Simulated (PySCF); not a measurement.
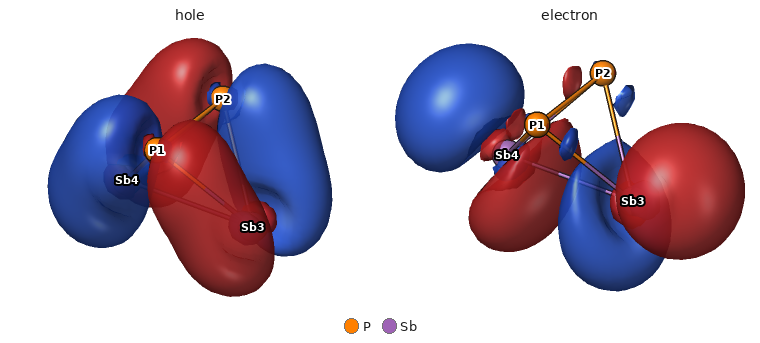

PPSbSb tetrahedron (P2Sb2). Leading natural transition orbital pair of T₂ (TDA triplet states); the surfaces enclose about 70 % of each orbital's density.

Computed with PySCF, CAM-B3LYP/def2-TZVP, geometry: GFN2-xTB. Core potentials replace the inner electrons of Sb; spin–orbit coupling isn't included. No frequency check shows the geometry to be a minimum. GFN2-xTB bond lengths at metals and heavier atoms can be off by up to 0.1 Å and shapes distorted, which carries into these values. Without diffuse functions Rydberg states are missing, so the states' numbers hold for this basis only.

> Give its energy and the atoms that hole and electron lie on.

3.38 eV (367 nm), spin-forbidden from the singlet ground state, partly diffuse acceptor orbital, which a basis without diffuse functions describes poorly; the leading pair carries 86 %; hole on Sb3 and Sb4 (27 % each) and P1 and P2 (23 % each), electron on Sb3 and Sb4 (43 % each) and P1 and P2 (7 % each) (atom shares of so diffuse an orbital are rough); their centroids lie 0.6 Å apart. In canonical orbitals it is mainly HOMO−1 → LUMO (84 %). The HOMO–LUMO gap is 6.66 eV.

The PySCF run took 14 min on 1 thread of Arm Neoverse V1, on a shared host, peak memory 0.91 GiB.
